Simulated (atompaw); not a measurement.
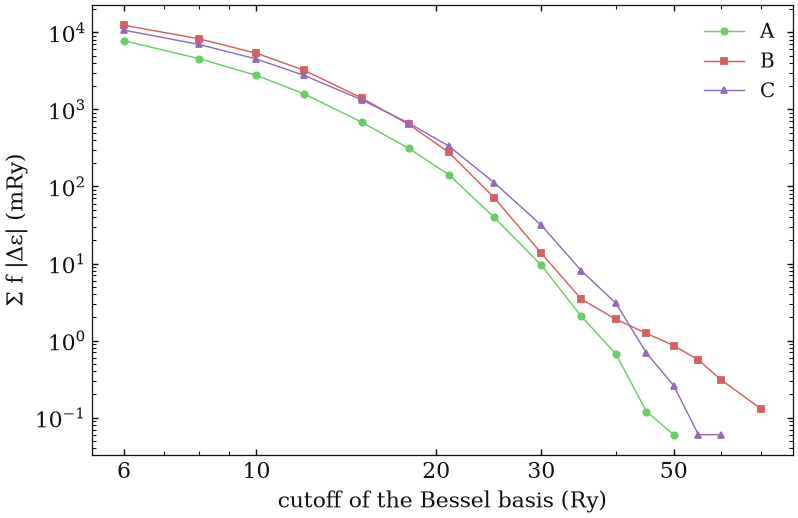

The occupation-weighted error of the valence levels in a spherical-Bessel basis for 3 variants of one potential.

Base settings:

Ir (Z = 77), PAW, made with atompaw 4.2.0.5 (PBEsol, scalar-relativistic). Core [Kr] 4d10 4f14 5s2, reference 5p6 5d7 6s2 6p0. Waves: 6s (bound); 6s channel at 2.8 Ry; 5p (bound); 6p (bound, empty); 5d (bound); 5d channel at -0.2 Ry. Local part: bessel scheme, radius 2.25 bohr. Core correction: smooth core density matched at 1.60 bohr. Augmentation charge: gaussian compensation charge, radius 1.90 bohr; PAW radius 2.50 bohr; waves and projectors: bloechl.

Match the curves to these variants:
1. base
2. all radii scaled by 0.89 (s 2.24, p 1.56, d 2.24 bohr)
3. local potential troulliermartins scheme with l = 3 at 0 Ry, radius 2.25 bohr

Answer. A = 1, B = 3, C = 2.

What did the other tests of these runs give?

Answer. A: loose cutoff 30 Ry; bound ghosts none. B: loose cutoff 35 Ry; bound ghosts none. C: loose cutoff 35 Ry; bound ghosts s. The loose cutoff is the first of the cutoffs, on a coarse ladder, from which the occupation-weighted sum of valence levels, in a spherical-Bessel basis at the reference potential, stays within 10 and 1 mRy of its value at 400 Ry.
